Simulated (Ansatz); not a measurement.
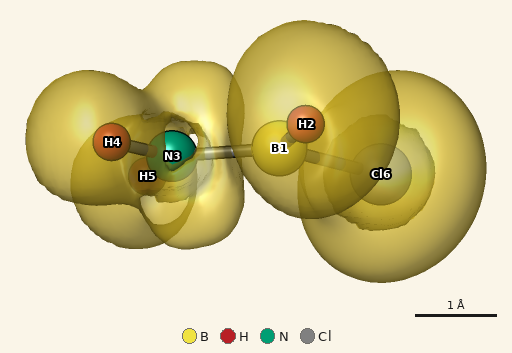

*BClH$_{3}$N. Isosurface of the ELF at 0.75 (yellow), seen from one side. Core shells and regions of very low density are left out.*

Method: RKS PBE0-D4/def2-SVP (Ansatz 0.2.0).

Input

```
crystal:
  periodic: [false, false, false]
  atoms:
    - { symbol: B, position_ang: [0.0, 0.0, 0.0] }
    - { symbol: H, position_ang: [0.0, 0.0, 1.19] }
    - { symbol: "N", position_ang: [1.3423, 0.0, -0.775] }
    - { symbol: H, position_ang: [1.8089, -0.9179, -1.0268] }
    - { symbol: H, position_ang: [1.7937, 0.9179, -1.0532] }
    - { symbol: Cl, position_ang: [-1.6108, 0.0, -0.93] }
basis:
  gaussian: { orbitals: def2-SVP }
hamiltonian:
  xc: pbe0
  dispersion: d4
relax:
  f_tol: 0.02
  max_steps: 40
output:
  orbitals: {}
```

Run with:

```sh
ansatz run input.yaml --threads 1 --pin off --max-ram 2048MiB --backend cpu --events-out ev --progress --plain --runs-dir out
```

The fields are those of the relaxed geometry.

Where are the electrons localised?

The surface consists of one region around a hydrogen nucleus, one region on Cl in which the atom's valence shell and bonds are merged and one joined region spread over several atoms (H, N), in which their bonds and any lone pairs are merged. Along the contacts the grid gives the following. B–N (1.39 Å): the ELF peaks at about 0.90 between the atoms (a shared but strongly polarised pair). B–Cl (1.77 Å): the ELF peaks at about 0.90 between the atoms: a shared but strongly polarised pair.
